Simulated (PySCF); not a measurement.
## What a change does: single-point calculation on BHO

System: BHO.
Method of run 1: RKS PBE-D4/def2-TZVPP, density fitting (PySCF 2.14.0).

The geometry comes from this level: PBE0-D4/def2-TZVP. Text and figures count atoms from 1; the logs count them from 0 in places.

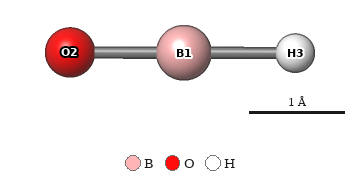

Figure 1. The structure as given in the input (ball-and-stick view, seen at a tilt; atoms are numbered from 1 in the order of the input). Bond lengths as drawn: B–H 1.17 Å and B–O 1.20 Å.

**Input, run 1**
```python
import json, numpy as np
from pyscf import gto, scf, dft, mp, cc
EV, BOHR = 27.211386245988, 0.529177210903
mol = gto.M(atom="""
B -0.735039 0.222139 -1.282037
O -0.235280 -0.081342 -0.236451
H -1.224362 0.519231 -2.305758
""", basis="def2-tzvpp", charge=0, spin=0, max_memory=8670, verbose=0)
def mean_field(mol, dm=None):
    mf = dft.RKS(mol, xc="pbe").density_fit()
    mf.conv_tol = 1e-9; mf.grids.level = 4
    mf.kernel(dm0=dm)
    if not mf.converged: mf = mf.newton().run(mf.mo_coeff, mf.mo_occ)
    assert mf.converged
    return mf
def d4(mol):
    from pyscf.dispersion.dftd4 import DFTD4Dispersion
    real = gto.M(atom=[(mol.atom_pure_symbol(i), mol.atom_coord(i)) for i in range(3)], unit='B', charge=mol.charge, spin=None, basis='def2-svp', verbose=0)
    r = DFTD4Dispersion(real, xc="pbe", atm=True).get_dispersion(grad=True); return r["energy"], r["gradient"]
def energy_and_gradient(mol, dm=None):
    mf = mean_field(mol, dm); e, g = d4(mol)
    return mf, (mf.e_tot + e) * EV, (mf.nuc_grad_method().kernel()[:3] + g) * EV / BOHR
out = {}
mf = mean_field(mol); e = d4(mol)[0]
out.update(energy=(mf.e_tot + e) * EV, converged=True, dispersion=e * EV)
out['s2'] = mf.spin_square()[0]; out['nelec'] = mol.nelec
print(f"Total energy {out['energy']:.6f} eV, <S^2> {out['s2']:.4f}")
json.dump(out, open("out.json", "w"), default=float)
```

Launched with:
```bash
OMP_NUM_THREADS=4 python run.py
```

Hardware: 4 threads of Arm Neoverse V1, 23 GiB of memory available, shared host.

**Output (run 1)**
```
Total energy -2738.270867 eV, <S^2> 0.0000
```

For run 2 the input was changed thus:
```diff
-    mf = dft.RKS(mol, xc="pbe").density_fit()
+    mf = dft.RKS(mol, xc="pbe0").density_fit()
-    r = DFTD4Dispersion(real, xc="pbe", atm=True).get_dispersion(grad=True); return r["energy"], r["gradient"]
+    r = DFTD4Dispersion(real, xc="pbe0", atm=True).get_dispersion(grad=True); return r["energy"], r["gradient"]
```

What does this change do to the results?

The total energies belong to different models, so their difference says nothing on which is more stable or more accurate. The functional changes from PBE to PBE0.

**Output (run 2)**
```
Total energy -2738.268913 eV, <S^2> 0.0000
```

**The two runs side by side**

```tsv
quantity	run 1	run 2
outcome	converged	converged
total energy (hartree)	−100.629598	−100.629526
basis functions	76	76
wall time (shared host)	1.9 s	1.7 s
```
